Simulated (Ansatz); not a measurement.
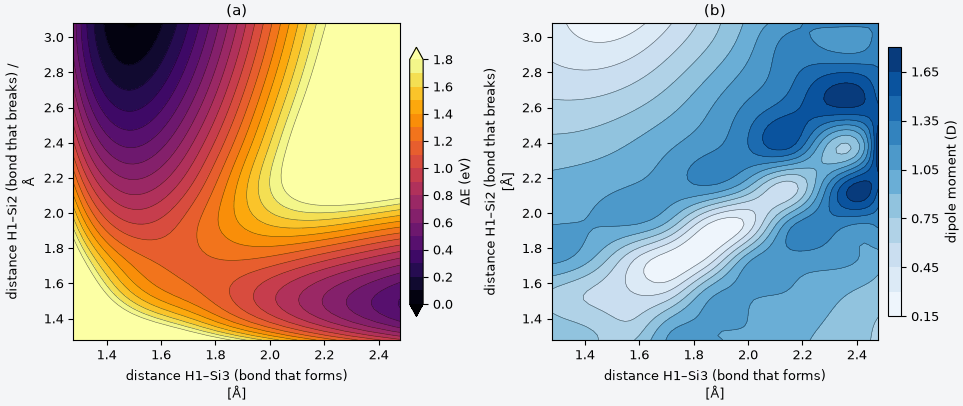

The reacting system H5Si2 (one molecule; an intramolecular 1,2-shift), spin multiplicity 2. The first coordinate is: distance H1–Si3 (bond that forms); the second: distance H1–Si2 (bond that breaks). Relaxed at each point: all other coordinates. The scan uses a 10 × 10 grid. Points are written as (first, second). Energies: eV, counted from the lowest grid point. The calculation used UKS r2SCAN-D4/def2-SVP in Ansatz 0.2.0.

Panel (a) is the energy and panel (b) the computed dipole moment on the same grid.

In the figure: filled contours, one colour for all values above the top of the scale. Between grid points the surface is interpolated.

### How does the dipole moment vary over the map, and what is it at the lowest grid point?

Leaving out the highest fifth of the energies, it runs from 0.19 D at (1.461 Å, 3.078 Å) to 1.51 D at (2.478 Å, 2.141 Å). At the lowest grid point, (1.461 Å, 3.078 Å), it is 0.19 D. That point lies on the edge of the scan.
